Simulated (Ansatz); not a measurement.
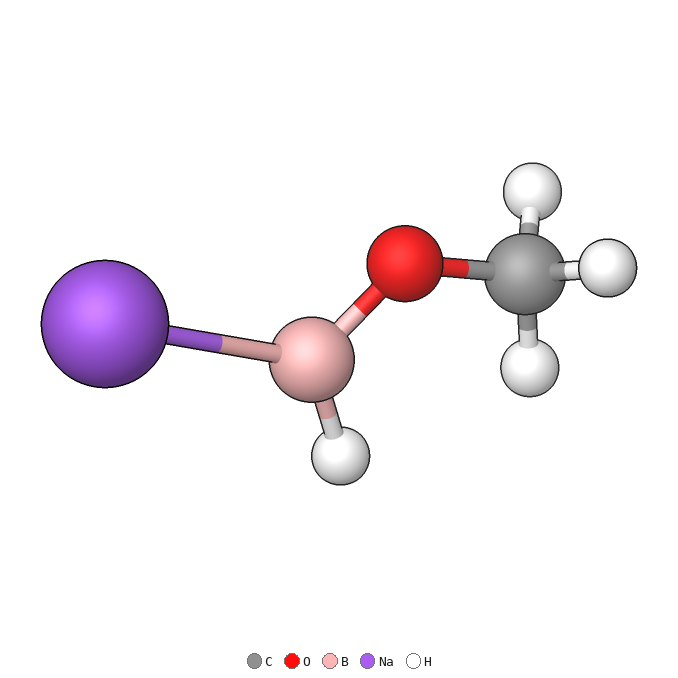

The geometry was computed by an optimisation with PBE0-D4/def2-TZVP. No frequency run is at hand to confirm it as a minimum.

Give the structural formula.

SMILES: CO[BH][Na]

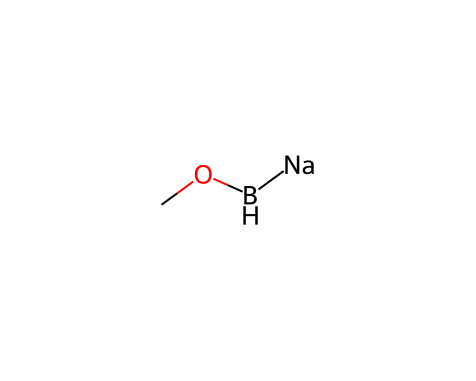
